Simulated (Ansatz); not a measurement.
SiH₄···NH₂ (doublet)

The calculation's input:

```
crystal:
  periodic: [false, false, false]
  atoms:
    - { symbol: Si, position_ang: [0.018635, -0.008671, -0.092516] }
    - { symbol: H, position_ang: [0.169747, -0.091708, 1.366325] }
    - { symbol: H, position_ang: [1.353944, 0.017166, -0.730795] }
    - { symbol: H, position_ang: [-0.718558, 1.226884, -0.449703] }
    - { symbol: H, position_ang: [-0.7416, -1.182078, -0.582077] }
    - { symbol: "N", position_ang: [0.335301, -0.208331, 3.621258] }
    - { symbol: H, position_ang: [-0.625001, -0.55856, 3.692801] }
    - { symbol: H, position_ang: [0.208932, 0.805296, 3.696106] }
magnetization:
  spin_polarized: true
  initial_magnetization: 1
basis:
  gaussian: { orbitals: def2-SVP }
hamiltonian:
  xc: { name: BHLYP }
  dispersion: d4
relax:
  f_tol: 0.03
  max_steps: 50
output:
  orbitals: {}
```

Run with:

```sh
ansatz run input.yaml --threads 1 --pin off --max-ram 2048MiB --backend cpu --events-out ev --progress --plain --runs-dir out
```

The fields are those of the run's last geometry, not of the input's.

Theory: UKS BHLYP-D4/def2-SVP (Ansatz).

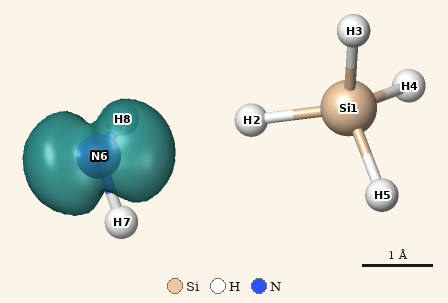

Figure 1. Isosurfaces of the spin density at +0.08 (teal) and −0.08 e/Å³ (pink), seen at a tilt.

### Where is the unpaired spin?

The unpaired spin (1 electron) lies mostly on N6 (about 0.9), in electrons by Hirshfeld's partition.

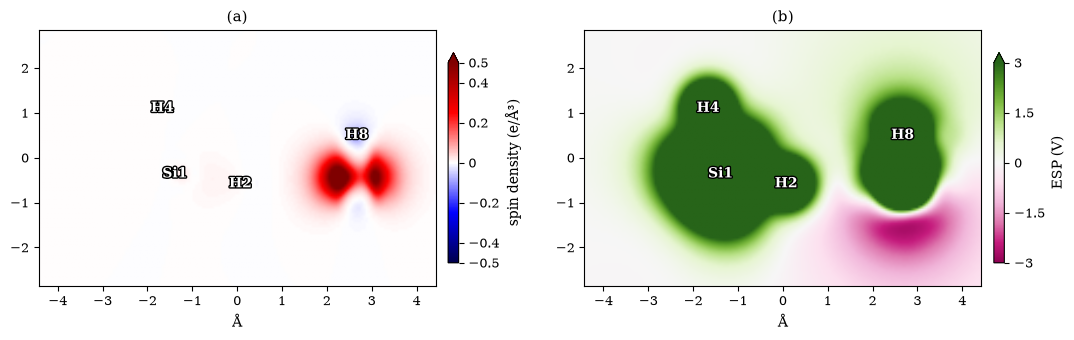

Figure 2. (a) spin density (α minus β); (b) electrostatic potential on the plane of atoms H2, Si1 and H4.

### Describe what can be read from this map.

The section cuts through Si and H sites. The unpaired spin (1 electron) lies mostly on N6 (about 0.9), in electrons by Hirshfeld's partition. Outside the dense part of the complex the potential is most negative (−2.7 V) near N6, which lies off the plane.

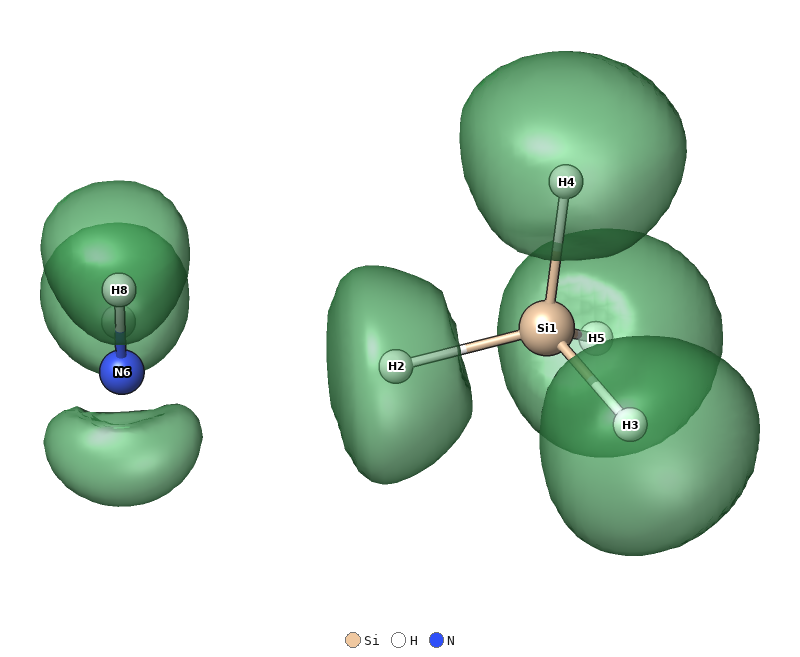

Figure 3. Isosurface of the electron localisation function at 0.9 (green), seen from one side. Only the valence region is drawn (cores and ρ < 0.01 e/Å³ removed).

### What do the ELF domains correspond to?

The surface consists of six regions around hydrogen nuclei and one lobe on N, pointing away from the bonds (non-bonding electrons). Profiles from the grid: N6···H2 (2.61 Å): the ELF dips to about 0.05 between them: a weak contact between the two molecules. N–H (1.02 Å): the ELF climbs to about 1 towards the hydrogen, as it does in any bond to H (a covalent bond by its length).
